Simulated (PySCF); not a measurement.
# RhBr (triplet): what the fields show

```xyz
2

Rh    0.0000    0.0000   -1.0373
Br    0.0000    0.0000    1.3527
```

Core potentials replace the inner electrons of Rh.

Level of theory: PBE0/def2-TZVPP, non-relativistic Hamiltonian with scalar-relativistic core potentials where named, at a bond length of 2.390 Å in PySCF 2.14.0.

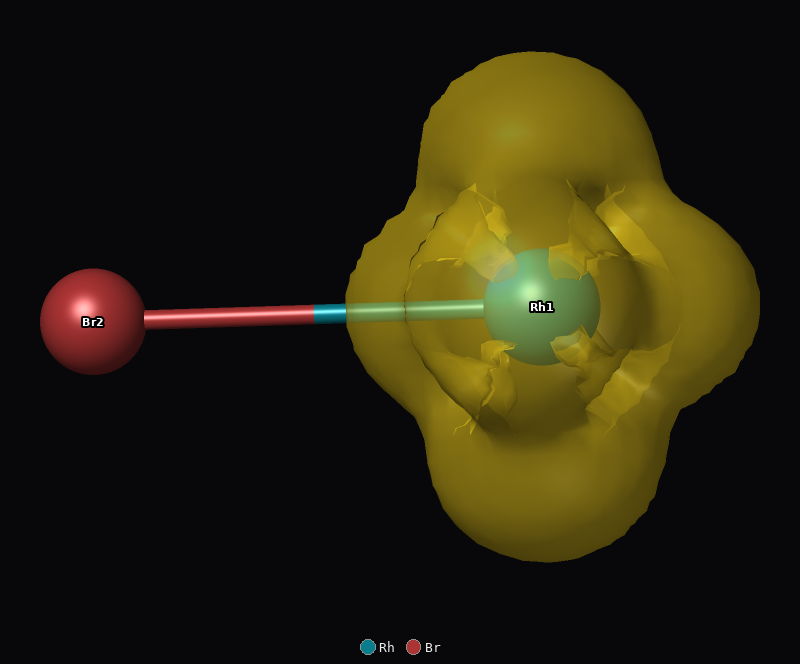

Figure 1. Isosurface of the spin density at +0.08 e/Å³ (yellow), seen from one side.

### Describe the spin distribution.

The unpaired spin (2 electrons) lies mostly on Rh1 (about 2.0), in electrons by Hirshfeld's partition.

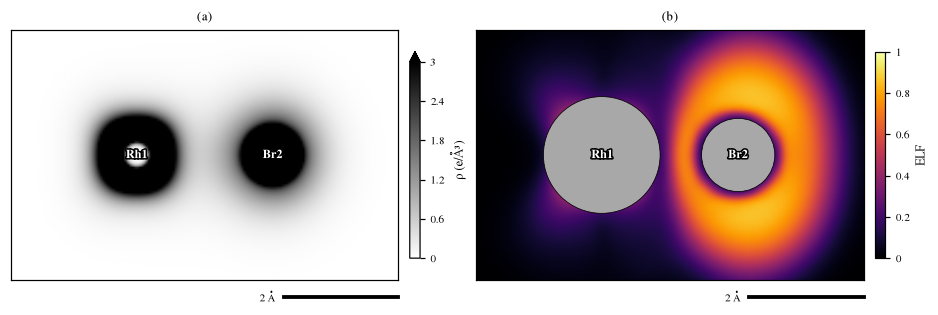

Figure 2. (a) electron density; (b) ELF on a plane that holds the molecular axis. Grey discs cover the atomic cores in the ELF map.

### What does the map show?

- The plane passes through Rh and Br nuclei.
- Rh–Br (2.39 Å): ρ at the midpoint is about 0.6 e/Å³; the ELF peaks at about 0.70 in the valence shell of Br, 1.0 Å from its nucleus, and is about 0.40 at the midpoint.

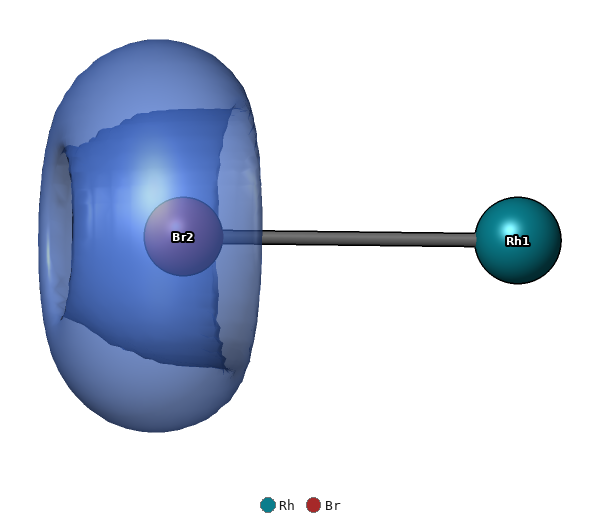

Figure 3. Isosurface of the ELF at 0.8 (blue), seen from one side. Core shells and regions of very low density are left out.

### What do the ELF domains correspond to?

The surface consists of one ring or bowl of non-bonding electrons around Br.

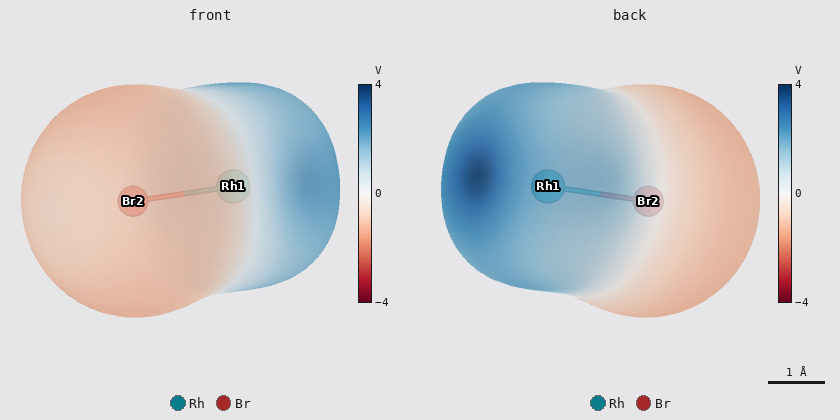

Figure 4. The molecular electrostatic potential painted on the density surface at 0.002 e/bohr³, seen from the front and from behind; the colour scale runs from red (negative) to blue (positive).

### Where is the surface potential most negative and most positive?

The most negative region (about −1.2 V) lies over Br2, the most positive (about +3.7 V) over Rh1.
